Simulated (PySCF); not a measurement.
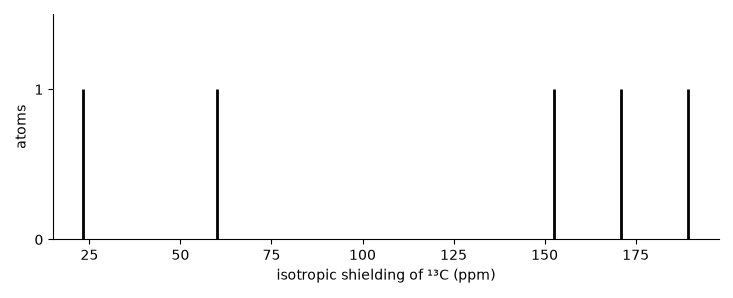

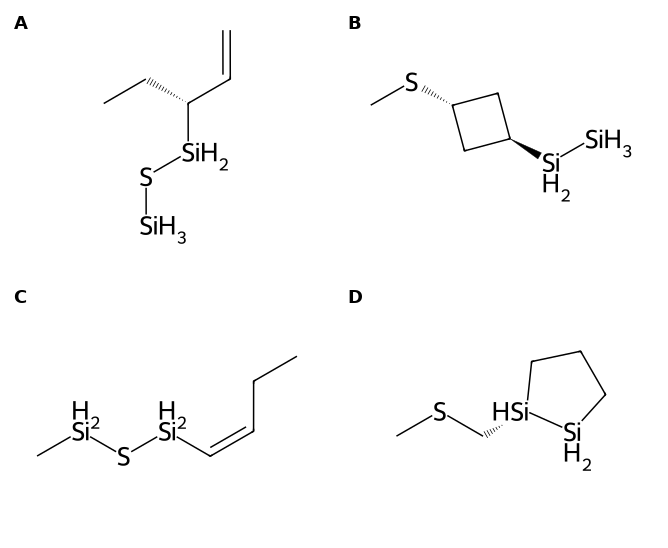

The sticks are computed shieldings of one of the molecules, for one fixed geometry (GFN2-xTB) without averaging over rotations. Low shielding means a high chemical shift. Method: GIAO PBE0/pcSseg-1 NMR shielding, non-relativistic, gas phase (PySCF 2.14.0).

Which molecule gives this pattern?

Answer. C, `CC/C=C\[SiH2]S[SiH2]C`. Its 5 C atoms give lines at 23.4, 60.1, 152.4, 171.0, 189.5 ppm.

The geometry is semi-empirical. Around Si such bond lengths and angles can be off by a tenth of an ångström or more and by several degrees, and values that hang on the shape move with them.
